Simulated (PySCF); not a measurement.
# CH$_{11}$PSi$_{3}$: what the fields show

The calculation's input:

```
{"job": {"kind": "uv", "xc": "B3LYP", "basis": "def2-SVPD", "nstates": 8, "ntriplets": 3}, "charge": 0, "multiplicity": 1}
Si    -2.069845    -0.633645    -0.157694
C     -0.787550    -0.201037     1.179649
Si     0.880550     0.540778     0.586297
Si     2.142889    -0.972631    -0.645774
P      0.581402     2.476289    -0.531442
H     -2.422709     0.569487    -0.915897
H     -1.510618    -1.642751    -1.059881
H     -3.278529    -1.156420     0.484805
H     -1.247243     0.501175     1.877613
H     -0.569830    -1.099799     1.757826
H      1.581803     0.998059     1.807570
H      1.429207    -1.512930    -1.807004
H      3.386151    -0.388514    -1.151096
H      2.521590    -2.118047     0.185365
H     -0.652133     2.757620     0.021812
H      0.007264     1.891311    -1.643558
```

Run with:

```sh
OMP_NUM_THREADS=1 python probes_run.py task.json out
```

Geometry: GFN2-xTB.

Theory: B3LYP/def2-SVPD, SCF density, gas phase (PySCF 2.14.0).

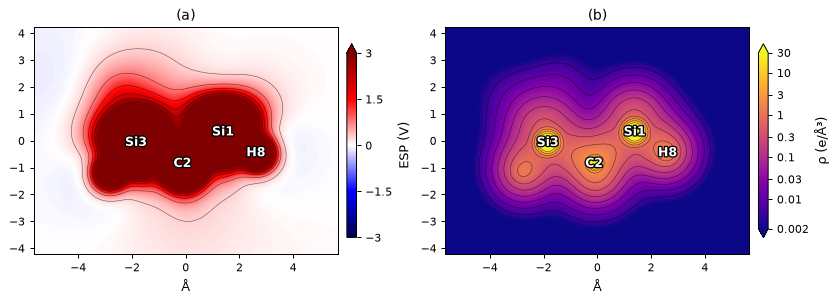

Figure 1. (a) molecular electrostatic potential; (b) total electron density on the plane of atoms C2, Si1 and H8.

Read the bonding off the picture.

- Atoms in the plane: Si, C and H.
- C–Si (1.90 Å): ρ is about 0.9 e/Å³ halfway.
- Si–H (1.47 Å): the density is about 0.79 e/Å³ at the midpoint.
- The potential has no marked negative region in this plane.

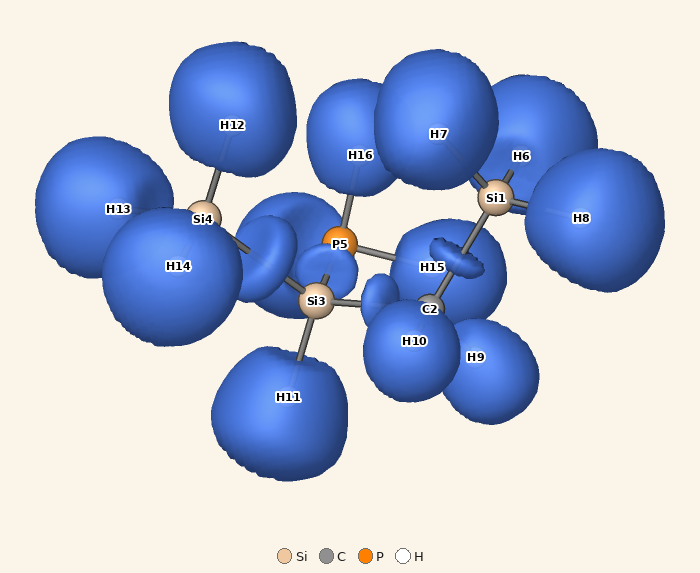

Figure 2. Isosurface of the electron localisation function at 0.9 (blue), seen from one side. Only the valence region is drawn (cores and ρ < 0.01 e/Å³ removed).

Identify the bonds, lone pairs and shells in this picture.

The surface consists of two regions between bonded C–Si atoms (shared pairs), one region between bonded P–Si atoms (shared pairs), one region between bonded Si–Si atoms (shared pairs), eleven regions around hydrogen nuclei and one lobe on P, pointing away from the bonds (lone pairs). Profiles from the grid: C–Si (1.90 Å): the ELF peaks at about 0.95 between the atoms, as expected for a covalent bond. Si–P (2.26 Å): the ELF peaks at about 0.95 between the atoms; localised, covalent bonding.

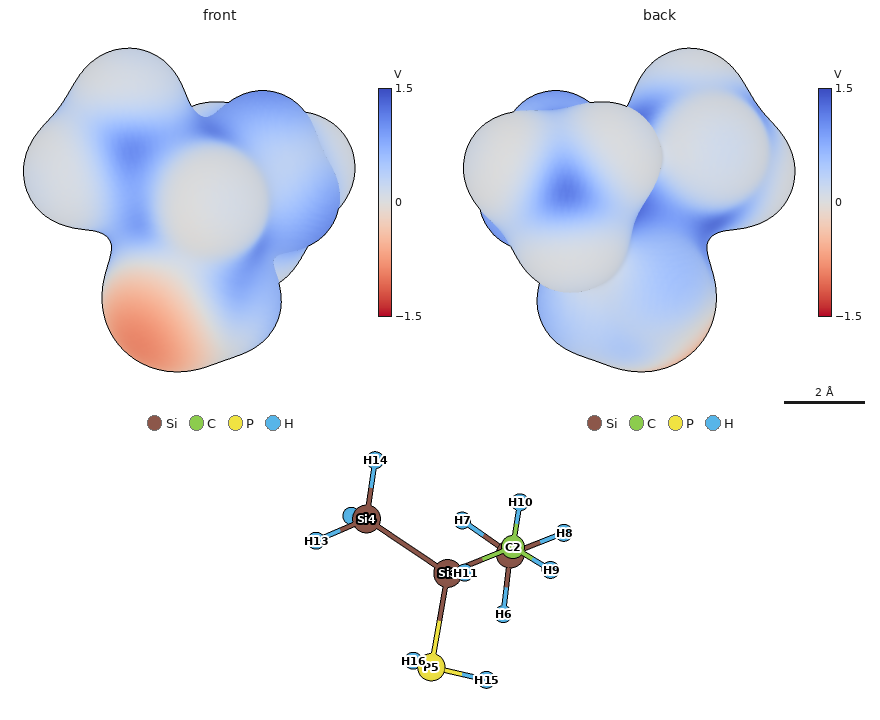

Figure 3. The electrostatic potential painted on the density surface at 0.002 e/bohr³, seen from the front and from behind; the colour scale runs from red (negative) to blue (positive). The bare structure is drawn below in the same view.

Which sites attract a positive test charge, and which a negative one?

A positive charge is drawn to the negative regions and a negative charge to the positive ones. The most negative region (about −0.8 V, or −18 kcal/mol for a unit charge) lies over P5, the most positive (about +1.2 V, or +28 kcal/mol for a unit charge) over Si1, Si3 and Si4.

How polar is the molecule by this calculation?

Its dipole moment is 1.16 D.
